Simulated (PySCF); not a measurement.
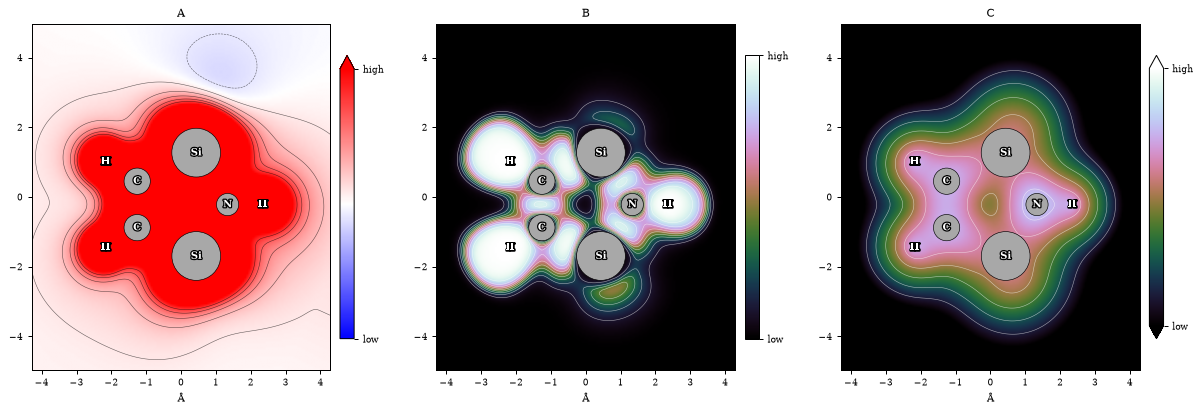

C$_{2}$H$_{9}$NO$_{2}$Si$_{3}$: 3 fields on the plane of atoms Si4, C5 and H13, with unlabelled colour scales. Grey discs cover the atomic cores.

Geometry: GFN2-xTB.

These are results of PySCF 2.14.0, B3LYP/def2-SVPD, SCF density, gas phase, not measurements.

```tsv
atom	x (Å)	y (Å)	z (Å)
O	-1.8789	0.7842	1.5296
Si	-2.5925	-0.3970	0.6808
O	-1.7082	-0.7025	-0.6637
Si	-0.2354	-0.3439	-1.2308
C	1.1407	-1.4375	-0.5608
C	2.1077	-0.8113	0.1079
Si	1.9183	1.0541	0.2538
N	0.3583	1.1273	-0.5013
H	-1.0213	1.0765	1.2083
H	-3.8763	0.0694	0.1758
H	-2.6166	-1.6300	1.4573
H	-0.4196	-0.2668	-2.6747
H	1.1586	-2.5101	-0.7063
H	2.9429	-1.3519	0.5351
H	2.9419	1.7892	-0.4989
H	1.8178	1.5499	1.6332
H	-0.0445	2.0123	-0.7553
```

### The panels show electron density, electron localisation function and electrostatic potential in some order. Assign them.

Panel A: electrostatic potential (strongly positive close to the atoms and fading to about zero outside). Panel B: electron localisation function. Panel C: electron density. From the grid: C–C (1.33 Å): the density is about 2.3 e/Å³ at the midpoint; the ELF peaks at about 0.90 between the atoms: a short, multiple covalent bond. Si–N (1.73 Å): ρ at the midpoint is about 1.1 e/Å³; the ELF peaks at about 0.90 between the atoms; a polar covalent bond.
